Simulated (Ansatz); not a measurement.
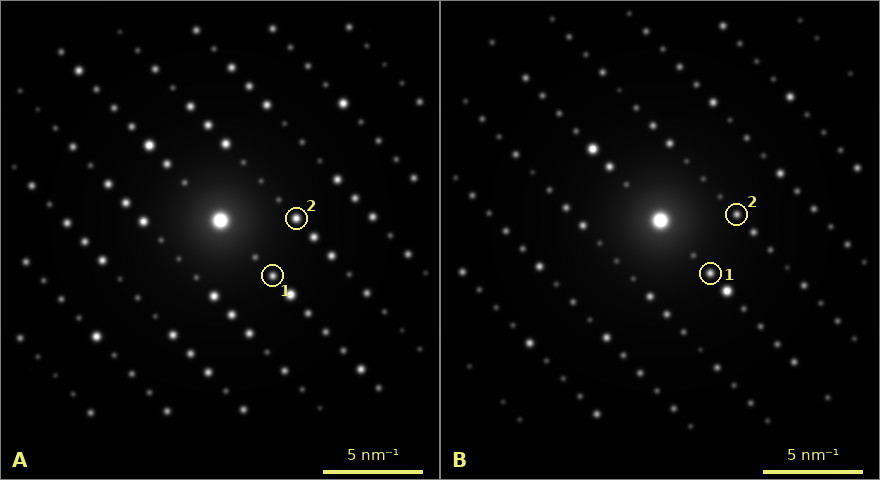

Kinematic electron diffraction patterns (200 kV, B = 0.5 Å², same scale) along [011] of the run's own cell, for the start and the end of one relaxation of Rh4Se3O4 with Ansatz, DFT, PAW plane waves, pbe. k mesh 3×5×5. The start is a generated model structure, and the relaxation ends in the nearest stationary point of its symmetry, not necessarily the ground state. Spot 1 is -3 0 0 and spot 2 is -2 -1 1 in both.

Start structure:

```yaml
crystal:
  lattice:
    - [-7.63458, 0.00000, 0.00000]
    - [0.00000, -3.63018, 0.00000]
    - [0.00000, 1.81509, 5.81460]
  atoms:
    - { symbol: Rh, position: [0.00000, 0.00000, 0.00000] }
    - { symbol: Rh, position: [0.50000, 0.01879, 0.03758] }
    - { symbol: Rh, position: [0.76387, 0.68561, 0.37122] }
    - { symbol: Rh, position: [0.23613, 0.68561, 0.37122] }
    - { symbol: Se, position: [0.64453, 0.35772, 0.71544] }
    - { symbol: Se, position: [0.35547, 0.35772, 0.71544] }
    - { symbol: Se, position: [0.00000, 0.31172, 0.62344] }
    - { symbol: O, position: [0.75540, 0.08770, 0.17540] }
    - { symbol: O, position: [0.24460, 0.08770, 0.17540] }
    - { symbol: O, position: [0.00000, 0.58610, 0.17220] }
    - { symbol: O, position: [0.50000, 0.61790, 0.23580] }
```

Which pattern belongs to the start structure, and which to the relaxed one?

Answer. A is the start: its cell gives d(1) = 2.545 Å, d(2) = 2.566 Å and an angle of 47.8°. B is the relaxed structure, with d(1) = 2.675 Å (+5.1 %), d(2) = 2.540 Å (-1.0 %) and 50.7°.

Name reflections whose intensity changes strongly on relaxation.

Answer. 4 1 -1 goes from 29 to 2.7 % of the strongest spot; 3 -2 2 goes from 18 to 3.7 % of the strongest spot; 5 0 0 goes from 12 to 2.6 % of the strongest spot.

Summarise the relaxation behind the change.

Answer. The volume changed by +3.4 % to 15.15 Å³ an atom; with the mean shift removed, the atoms moved by up to 1.03 Å relative to the cell (Se most); the space group stayed Amm2 (No. 38); the free energy fell by 380 meV an atom. Relaxed cell: a = 8.024 Å, b = 3.408 Å, c = 6.327 Å, α = 105.62°, β = 90.00°, γ = 90.00°.
